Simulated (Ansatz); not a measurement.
## Electronic structure of C6H16Cl2N2Zr in real space

Input

```
crystal:
  periodic: [false, false, false]
  atoms:
    - {symbol: C, position_ang: [-1.508416, -2.632693, -0.221811]}
    - {symbol: C, position_ang: [-2.344752, -1.504635, 0.344356]}
    - {symbol: N, position_ang: [-1.885626, -0.196163, -0.063486]}
    - {symbol: C, position_ang: [-2.642080, 0.872413, 0.560030]}
    - {symbol: Zr, position_ang: [-0.360760, 0.381306, -1.241569]}
    - {symbol: Cl, position_ang: [-0.551087, 2.650827, -1.957299]}
    - {symbol: Cl, position_ang: [0.102065, -1.055166, -3.085975]}
    - {symbol: N, position_ang: [1.217543, 0.293090, -0.020414]}
    - {symbol: C, position_ang: [1.408793, -0.136917, 1.339712]}
    - {symbol: C, position_ang: [2.425987, 0.730212, -0.701956]}
    - {symbol: C, position_ang: [3.021948, 2.017714, -0.158497]}
    - {symbol: H, position_ang: [-0.456617, -2.531489, 0.064916]}
    - {symbol: H, position_ang: [-1.861624, -3.592281, 0.159806]}
    - {symbol: H, position_ang: [-1.560528, -2.665582, -1.311744]}
    - {symbol: H, position_ang: [-2.333669, -1.555168, 1.444430]}
    - {symbol: H, position_ang: [-3.395824, -1.637773, 0.046618]}
    - {symbol: H, position_ang: [-2.585279, 0.810767, 1.655048]}
    - {symbol: H, position_ang: [-3.701299, 0.835157, 0.273462]}
    - {symbol: H, position_ang: [-2.260956, 1.855192, 0.263685]}
    - {symbol: H, position_ang: [1.740652, 0.679970, 1.991996]}
    - {symbol: H, position_ang: [0.471865, -0.522549, 1.744202]}
    - {symbol: H, position_ang: [2.162140, -0.935169, 1.399807]}
    - {symbol: H, position_ang: [3.171643, -0.078123, -0.680093]}
    - {symbol: H, position_ang: [2.196006, 0.877612, -1.770056]}
    - {symbol: H, position_ang: [2.290945, 2.827558, -0.209509]}
    - {symbol: H, position_ang: [3.342041, 1.904856, 0.879207]}
    - {symbol: H, position_ang: [3.896908, 2.307022, -0.744878]}
basis:
  gaussian: {orbitals: def2-TZVPP}
hamiltonian: {xc: pbe0, dispersion: d4}
output: {orbitals: {seedname: orbitals}}
```

Command:

```sh
ansatz run in.yaml --threads 11 --pin off --events-out ev --progress --plain --max-ram 110592MiB --backend cuda --devices 0, --max-vram 75GiB
```

Geometry: PBE0-D4/def2-TZVP; core potentials replace the inner electrons of Zr.

The calculation used RKS PBE0-D4/def2-TZVPP in Ansatz 0.2.0.

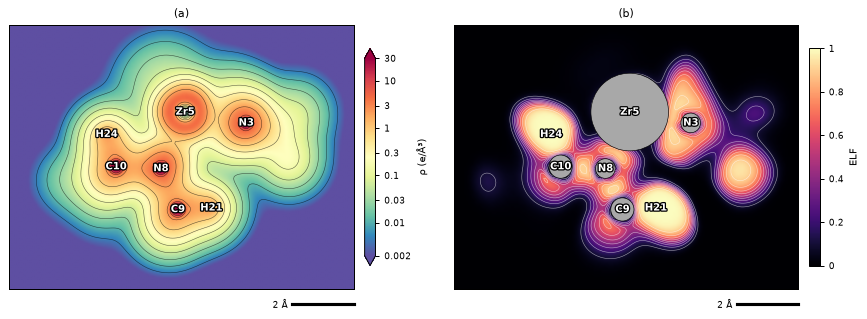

Figure 1. (a) electron density; (b) ELF on the plane of atoms Zr5, N8 and C10. Grey discs cover the atomic cores in the ELF map.

### Interpret the plot.

- The section cuts through N, Zr, C and H sites.
- C–N (1.44 Å): ρ is about 2 e/Å³ halfway; the ELF peaks at about 0.90 between the atoms; a shared electron pair.
- Zr–N (2.00 Å): ρ is about 0.93 e/Å³ halfway; the ELF peaks at about 0.85 in the valence shell of N, 0.6 Å from its nucleus, and drops to about 0.30 between the two atoms.
- C–Zr (2.86 Å): ρ at the midpoint is about 0.37 e/Å³; the ELF is about 0.25 at the midpoint.
- C–H (1.09 Å): ρ is about 2 e/Å³ halfway; the ELF climbs to about 1 towards the hydrogen, as it does in any bond to H; a covalent bond by its length.

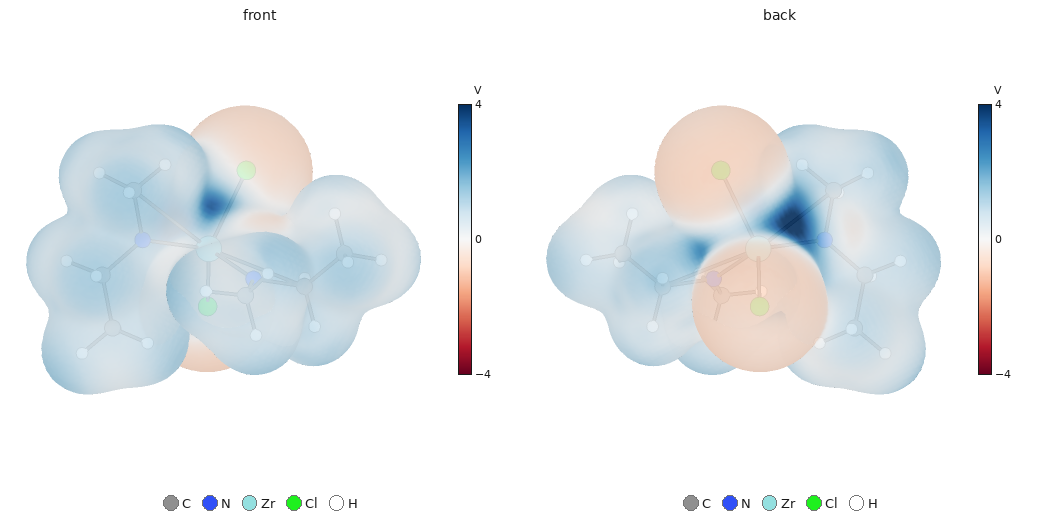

Figure 2. The electrostatic potential painted on the density surface at 0.004 e/bohr³, seen from the front and from behind; red is negative and blue positive.

### Describe the electrostatic potential map.

The most negative region (about −0.8 V, or −18 kcal/mol for a unit charge) lies over Cl6 and Cl7, the most positive (about +3.7 V, or +85 kcal/mol for a unit charge) over Zr5.

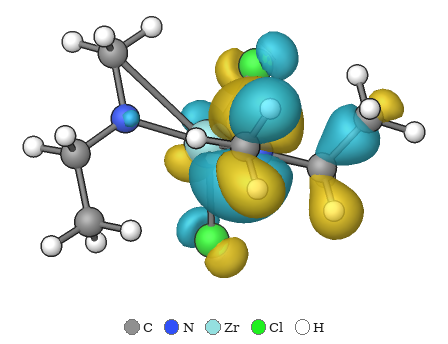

Figure 3. One frontier orbital at ±0.1 Å⁻³ᐟ² (yellow and cyan are the two phases), seen at a tilt.

### Which orbital is it: HOMO or LUMO?

The HOMO, at −6.78 eV. By Hirshfeld shares it lies mainly on N8 (about 45 %), Zr5 (about 15 %), C9 (about 5 %) and C10 (about 5 %).
